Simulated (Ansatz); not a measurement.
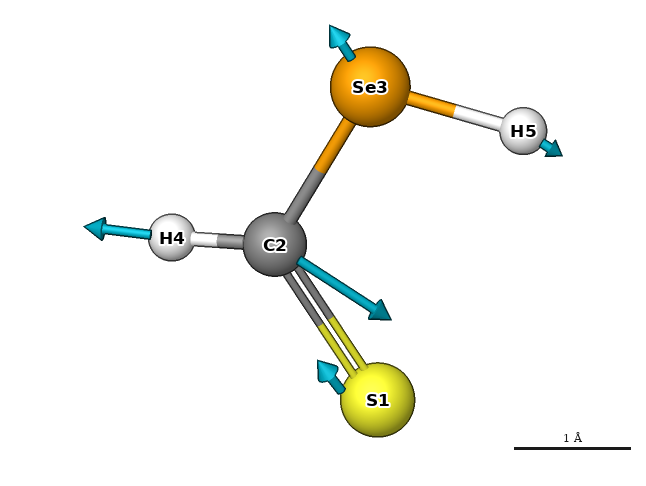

Arrows show the forces on the atoms, 0.1 Å of arrow for 1 eV/Å; forces under a tenth of the largest aren't drawn. Level of theory: ωB97M-V/def2-TZVPP (Ansatz 0.2.0).

**On which atom is the force largest, and how large is it?**

On C2: 9.88 eV/Å.

List the force components in the frame of the picture (x right, y up, z towards the viewer), in eV/Å.

```csv
atom,Fx,Fy,Fz
S1,−2.13,2.74,2.04
C2,8.12,−5.27,−1.96
Se3,−1.97,2.98,1.43
H4,−5.90,0.74,−1.30
H5,1.88,−1.20,−0.21
```
